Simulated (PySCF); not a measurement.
# PH2 (SMILES [PH2]) at U-revPBE/cc-pVTZ

What is the vertical doublet–quartet gap of PH2 at U-revPBE/cc-pVTZ? The job is set up through a Python script.

Program for the calculation: PySCF 2.14.0.

3 further runs of the same task are left out: 3 set aside as unsound or not needed.

### Step 1. The system as given

PH2 has 3 atoms, charge 0, and is taken as a doublet. As SMILES, `[PH2]`. Geometry: relaxed at PBE0-D4/def2-TZVP.

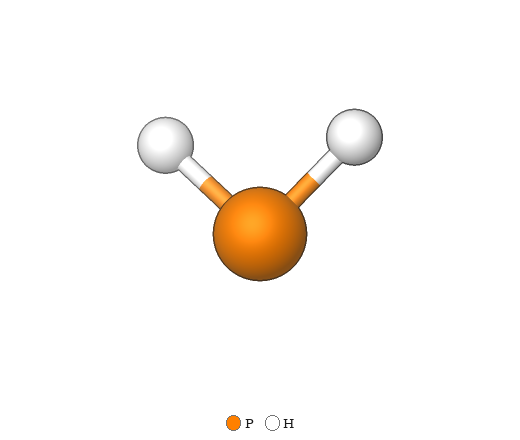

Viewed from a chosen angle; phosphorus orange, hydrogen white.

### Step 2. A single-point energy at U-revPBE/cc-pVTZ

Input file run.py:

```python
from pyscf import gto, dft

molecule = gto.Mole()
molecule.atom = '''
P    0.525730  -0.309370   0.258210
H    0.114640   1.051490   0.176750
H   -0.640370  -0.742120  -0.434970
'''
molecule.spin = 1
molecule.basis = 'cc-pvtz'
molecule.max_memory = 1860
molecule.verbose = 4
molecule.build()

mf = dft.UKS(molecule)
mf.xc = 'revpbe'
mf.conv_tol = 1e-10
mf.grids.level = 5
mf.kernel()
if not mf.converged:
    mf = mf.newton().run(mf.mo_coeff, mf.mo_occ)

e_final = mf.e_tot
print('Final energy', e_final)
```

Command:

```sh
$ OMP_NUM_THREADS=1 python run.py
```

Log:

```text
PySCF version 2.14.0

[INPUT] num. atoms = 3
[INPUT] num. electrons = 17
[INPUT] charge = 0
[INPUT] spin (= nelec alpha-beta = 2S) = 1
[INPUT] symmetry False subgroup None
[INPUT] Mole.unit = angstrom
[INPUT] Symbol           X                Y                Z      unit          X                Y                Z       unit  Magmom
[INPUT]  1 P      0.525730000000  -0.309370000000   0.258210000000 AA    0.993485715468  -0.584624571157   0.487946182624 Bohr   0.0
[INPUT]  2 H      0.114640000000   1.051490000000   0.176750000000 AA    0.216638202920   1.987028122719   0.334009092517 Bohr   0.0
[INPUT]  3 H     -0.640370000000  -0.742120000000  -0.434970000000 AA   -1.210123918388  -1.402403551562  -0.821974172402 Bohr   0.0

nuclear repulsion = 11.4083856879067
number of shells = 21
number of NR pGTOs = 91
number of NR cGTOs = 62
basis = cc-pvtz
ecp = {}

******** <class 'pyscf.dft.uks.UKS'> ********
method = UKS
initial guess = minao
damping factor = 0
level_shift factor = 0
DIIS = <class 'pyscf.scf.diis.CDIIS'>
diis_start_cycle = 1
diis_space = 8
diis_damp = 0
SCF conv_tol = 1e-10
SCF conv_tol_grad = None
SCF max_cycles = 50
direct_scf = True
direct_scf_tol = 1e-13
number electrons alpha = 9  beta = 8
XC library pyscf.dft.libxc version 7.0.0
    S. Lehtola, C. Steigemann, M. J.T. Oliveira, and M. A.L. Marques.,  SoftwareX 7, 1–5 (2018)
XC functionals = revpbe
    Y. Zhang and W. Yang.,  Phys. Rev. Lett. 80, 890 (1998)
    J. P. Perdew, K. Burke, and M. Ernzerhof.,  Phys. Rev. Lett. 77, 3865 (1996)
    J. P. Perdew, K. Burke, and M. Ernzerhof.,  Phys. Rev. Lett. 78, 1396 (1997)
radial grids:
    Treutler-Ahlrichs [JCP 102, 346 (1995); DOI:10.1063/1.469408] (M4) radial grids

becke partition: Becke, JCP 88, 2547 (1988); DOI:10.1063/1.454033
pruning grids: <function nwchem_prune>
grids dens level: 5
symmetrized grids: False
atomic radii adjust function: <function treutler_atomic_radii_adjust>
small_rho_cutoff = 0
Set gradient conv threshold to 1e-05
tot grids = 90672
init E= -342.326320587662
[... the frontier-level lines of each cycle are left out ...]

cycle= 1 E= -342.44993544693  delta_E= -0.124  |g|= 0.085  |ddm|= 0.76
cycle= 2 E= -342.45369285288  delta_E= -0.00376  |g|= 0.0256  |ddm|= 0.132
cycle= 3 E= -342.454116535025  delta_E= -0.000424  |g|= 0.0119  |ddm|= 0.0477
cycle= 4 E= -342.45420171532  delta_E= -8.52e-05  |g|= 0.00324  |ddm|= 0.0147
cycle= 5 E= -342.454207061791  delta_E= -5.35e-06  |g|= 0.00117  |ddm|= 0.00427
cycle= 6 E= -342.454208265614  delta_E= -1.2e-06  |g|= 0.000112  |ddm|= 0.00142
cycle= 7 E= -342.454208278533  delta_E= -1.29e-08  |g|= 1.09e-05  |ddm|= 0.000146
cycle= 8 E= -342.454208278684  delta_E= -1.51e-10  |g|= 2.05e-06  |ddm|= 1.78e-05
cycle= 9 E= -342.454208278689  delta_E= -4.72e-12  |g|= 3.97e-07  |ddm|= 3.96e-06
Extra cycle  E= -342.45420827869  delta_E= -1.02e-12  |g|= 2.26e-07  |ddm|= 7.47e-07
converged SCF energy = -342.45420827869  <S^2> = 0.75584442  2S+1 = 2.0058359
Final energy -342.45420827869015
```

Wall time 4.8 s (1 thread of Arm Neoverse V2, shared host); peak memory 0.3 GiB.

### Step 3. The quartet

Input file job.py:

```python
from pyscf import gto, dft

system = gto.Mole()
system.atom = 'P 0.525730 -0.309370 0.258210; H 0.114640 1.051490 0.176750; H -0.640370 -0.742120 -0.434970'
system.verbose = 4
system.spin = 3
system.charge = 0
system.basis = 'cc-pvtz'
system.max_memory = 1860
system.build()

myscf = dft.UKS(system, xc='revpbe')
myscf.conv_tol = 1e-10
myscf.grids.level = 5
myscf.kernel()
if not myscf.converged:
    myscf = myscf.newton().run(myscf.mo_coeff, myscf.mo_occ)

energy = myscf.e_tot
print('E = %.10f Eh' % energy)
```

Command:

```sh
$ OMP_NUM_THREADS=1 python job.py
```

Log:

```text
PySCF version 2.14.0

[INPUT] num. atoms = 3
[INPUT] num. electrons = 17
[INPUT] charge = 0
[INPUT] spin (= nelec alpha-beta = 2S) = 3
[INPUT] symmetry False subgroup None
[INPUT] Mole.unit = angstrom
[INPUT] Symbol           X                Y                Z      unit          X                Y                Z       unit  Magmom
[INPUT]  1 P      0.525730000000  -0.309370000000   0.258210000000 AA    0.993485715468  -0.584624571157   0.487946182624 Bohr   0.0
[INPUT]  2 H      0.114640000000   1.051490000000   0.176750000000 AA    0.216638202920   1.987028122719   0.334009092517 Bohr   0.0
[INPUT]  3 H     -0.640370000000  -0.742120000000  -0.434970000000 AA   -1.210123918388  -1.402403551562  -0.821974172402 Bohr   0.0

nuclear repulsion = 11.4083856879067
number of shells = 21
number of NR pGTOs = 91
number of NR cGTOs = 62
basis = cc-pvtz
ecp = {}

******** <class 'pyscf.dft.uks.UKS'> ********
method = UKS
initial guess = minao
damping factor = 0
level_shift factor = 0
DIIS = <class 'pyscf.scf.diis.CDIIS'>
diis_start_cycle = 1
diis_space = 8
diis_damp = 0
SCF conv_tol = 1e-10
SCF conv_tol_grad = None
SCF max_cycles = 50
direct_scf = True
direct_scf_tol = 1e-13
number electrons alpha = 10  beta = 7
XC library pyscf.dft.libxc version 7.0.0
    S. Lehtola, C. Steigemann, M. J.T. Oliveira, and M. A.L. Marques.,  SoftwareX 7, 1–5 (2018)
XC functionals = revpbe
    Y. Zhang and W. Yang.,  Phys. Rev. Lett. 80, 890 (1998)
    J. P. Perdew, K. Burke, and M. Ernzerhof.,  Phys. Rev. Lett. 77, 3865 (1996)
    J. P. Perdew, K. Burke, and M. Ernzerhof.,  Phys. Rev. Lett. 78, 1396 (1997)
radial grids:
    Treutler-Ahlrichs [JCP 102, 346 (1995); DOI:10.1063/1.469408] (M4) radial grids

becke partition: Becke, JCP 88, 2547 (1988); DOI:10.1063/1.454033
pruning grids: <function nwchem_prune>
grids dens level: 5
symmetrized grids: False
atomic radii adjust function: <function treutler_atomic_radii_adjust>
small_rho_cutoff = 0
Set gradient conv threshold to 1e-05
tot grids = 90672
init E= -342.326320587662
[... the frontier-level lines of each cycle are left out ...]


cycle= 1 E= -342.225294388493  delta_E= 0.101  |g|= 0.122  |ddm|= 2.56


cycle= 2 E= -342.230145272076  delta_E= -0.00485  |g|= 0.074  |ddm|= 0.526


cycle= 3 E= -342.232915722675  delta_E= -0.00277  |g|= 0.0239  |ddm|= 0.213


cycle= 4 E= -342.233349105313  delta_E= -0.000433  |g|= 0.00364  |ddm|= 0.0852


cycle= 5 E= -342.23336193839  delta_E= -1.28e-05  |g|= 0.000887  |ddm|= 0.00634


cycle= 6 E= -342.233362500807  delta_E= -5.62e-07  |g|= 0.000169  |ddm|= 0.0018


cycle= 7 E= -342.233362524389  delta_E= -2.36e-08  |g|= 2.19e-05  |ddm|= 0.000733


cycle= 8 E= -342.233362524833  delta_E= -4.44e-10  |g|= 3.38e-06  |ddm|= 7.02e-05


cycle= 9 E= -342.233362524836  delta_E= -2.67e-12  |g|= 2.8e-06  |ddm|= 4.59e-05


Extra cycle  E= -342.233362524822  delta_E= 1.4e-11  |g|= 4.42e-06  |ddm|= 6.9e-05
converged SCF energy = -342.233362524822  <S^2> = 3.7534339  2S+1 = 4.0017166
E = -342.2333625248 Eh
```

It took 4.8 s on 1 thread of Arm Neoverse V2, shared host; peak memory 0.3 GiB.

### Step 4. Results

Level: U-revPBE/cc-pVTZ.

| quantity | value |
| --- | --- |
| doublet: total energy | -342.45421 Eh |
| doublet: dipole moment | 0.61 D |
| doublet: HOMO energy (highest over α and β) | -5.98 eV |
| doublet: LUMO energy (lowest over α and β) | -4.00 eV |
| doublet: ⟨S²⟩ | 0.756 |
| quartet: total energy | -342.23336 Eh |
| quartet: dipole moment | 0.05 D |
| quartet: HOMO energy (highest over α and β) | -1.50 eV |
| quartet: ⟨S²⟩ | 3.753 |
| vertical energy of the quartet above the doublet | 6.010 eV |

In words: At this shape the quartet lies 6.01 eV (139 kcal/mol) above the doublet.
